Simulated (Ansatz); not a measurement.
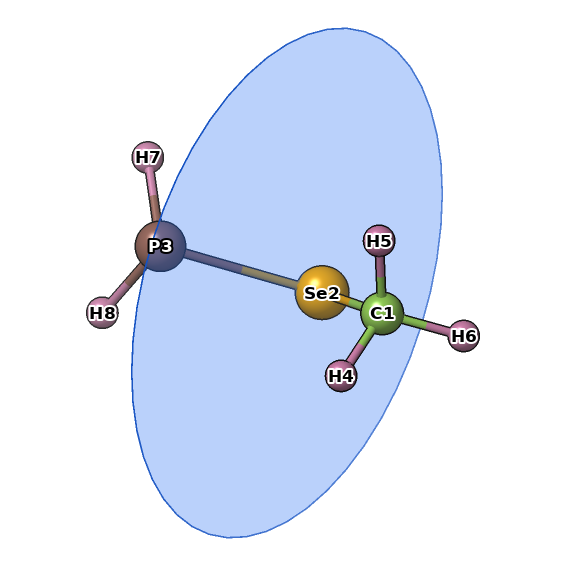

A disc through the centre of mass is drawn in. Atoms fade into the background with distance from the viewer. The computed structure is the end point of a PBE0-D4/def2-TZVP optimisation.

### Is the plane of the disc a mirror plane of the structure?

No. The point group is Cs, with 1 mirror plane, and this plane isn't one of its mirror planes.
